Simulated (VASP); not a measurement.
Band structure of Cu$_{2}$O (space group Pn-3m). Calculation: PBE GGA, VASP's PBE PAW potentials (set 64) (plane waves; VASP 6.6.1).

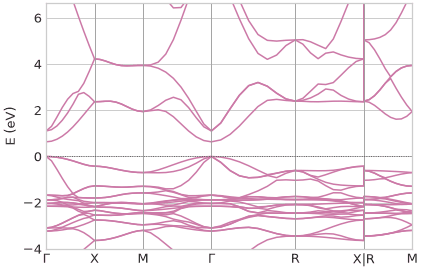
Fig. 1. Bands along high-symmetry lines, zero at the valence-band maximum or, without a gap, the Fermi level

Question: Read the plot: is there a gap, and where are the band edges?

Answer: The gap is direct, 0.63 eV, from the valence maximum at Γ to the conduction minimum at Γ.

The structure is a typed Cu2O crystal (Pn-3m). The cell was not relaxed at this level.
